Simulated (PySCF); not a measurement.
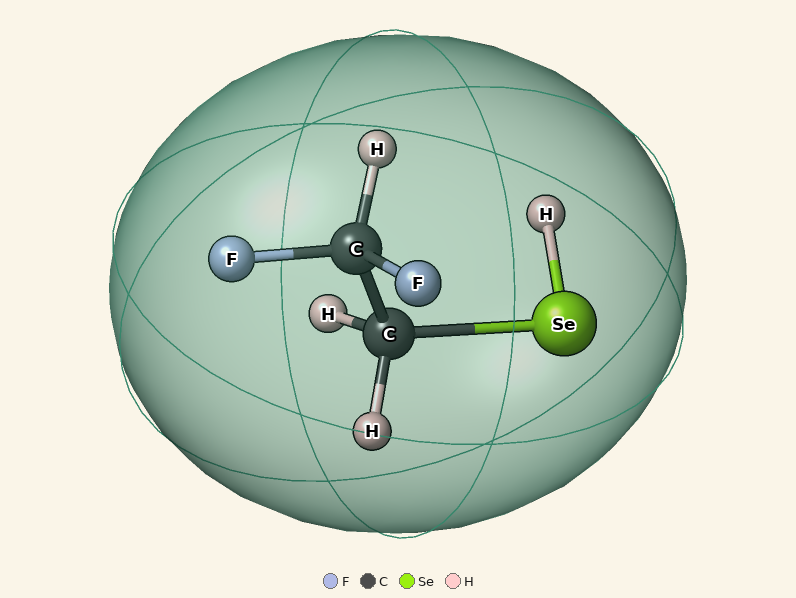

The ellipsoid shows the static dipole polarisability: its half-axes are proportional to the principal values. The geometry was computed by an optimisation with PBE0-D3(BJ)/def2-SVP. No frequency run is at hand to confirm it as a minimum. Computed with CAM-B3LYP/def2-SVPD in dimethylsulfoxide (IEF-PCM) (PySCF 2.14.0).

How large and how anisotropic is the polarisability?

Answer. Principal values 69.8, 71.3, 84.5 bohr³; mean 75.2 bohr³ (11.14 Å³); anisotropy 14.0 bohr³, so the longest axis is 1.21 times the shortest.
